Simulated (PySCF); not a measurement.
C2H5ClO2, SMILES `CCl.OC=O`.

Method: HF/def2-SVPD; geometry: GFN2-xTB; program: PySCF. The pair's geometry is semi-empirical, so its contact may be too short or too long. GFN2-xTB bond lengths at metals and heavier atoms can be off by up to 0.1 Å and shapes distorted, which carries into these values.

Coordinates in Å:

```
C1      -1.9050   -1.0416   -0.0181
Cl2     -1.9033    0.7332   -0.0169
H3      -2.4210   -1.3762   -0.9128
H4      -2.4255   -1.3777    0.8733
H5      -0.8724   -1.3786   -0.0156
O6       2.9298    0.5895   -0.0715
C7       1.7170    0.1123    0.1309
O8       1.3979   -1.0349    0.0187
H9       3.5454   -0.1180   -0.3306
H10      1.0363    0.9259    0.4184
```

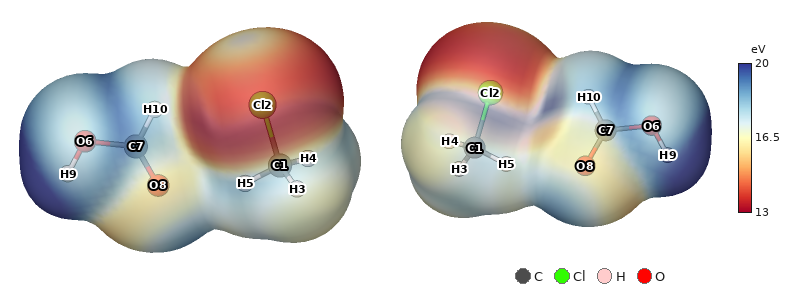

Average local ionisation energy on the surface of electron density 0.001 a.u. (back view left, front view right).

Question: Locate the minima of the map.

Answer: The lowest value is 13.3 eV, 2.1 Å from Cl2, and at like points elsewhere. Further minima include 13.3 eV, 2.1 Å from Cl2; 15.5 eV, near H9 (1.75 Å) and O8 (1.88 Å); 16.0 eV, 1.9 Å from O8. For comparison, the highest occupied orbital lies at −11.8 eV.

Question: What volume does the surface enclose, and what is the dipole moment?

Answer: About 114 Å³; the dipole moment is 1.5 D.
